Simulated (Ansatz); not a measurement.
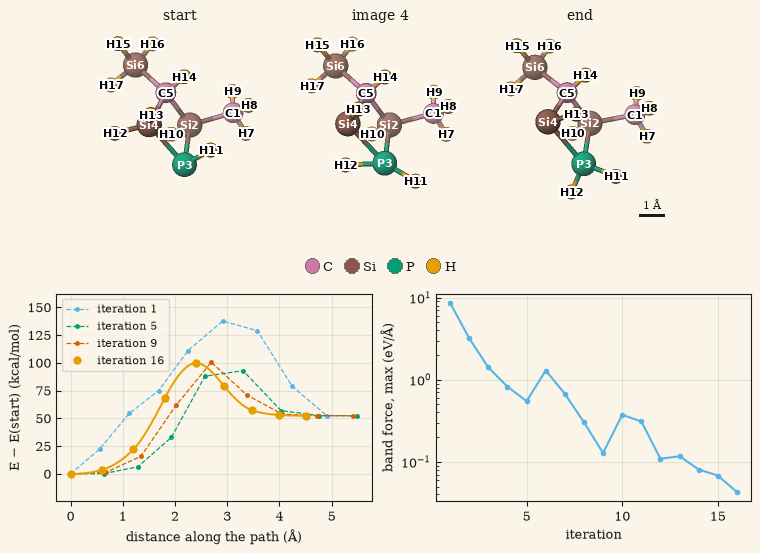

A search for the minimum-energy path of C₂H₁₁PSi₃ by the nudged elastic band. Images are numbered from 0 (start) to 8 (end). The plot follows the band through its iterations. Style: ball-and-stick. Shown from a free direction.

Computed with UKS PBE/STO-3G (Ansatz 0.2.0). Set-up: 7 movable images; climbing image; force threshold 0.05 eV/Å; iteration limit 25; starting path through a guess of the saddle point.

### Judge this run.

The result is final at these settings. The band converged in 16 iterations. The largest component of the band force went from 8.6 to 0.043 eV/Å. The climbing image converged on the top of the path. Its vibrational analysis gives one imaginary mode (1130i cm⁻¹), as a transition state must have. The first iteration put the highest image at 137.7 kcal/mol. Forward barrier 99.8 kcal/mol, backward barrier 47.4 kcal/mol, with image 4 at the top; the reaction energy is +52.4 kcal/mol.

Limits of the set-up: STO-3G is a minimal basis, so the numbers are rough.

The run took 12 min on 1 thread of Arm Neoverse V2, with other jobs on the host, peak memory 0.16 GiB.
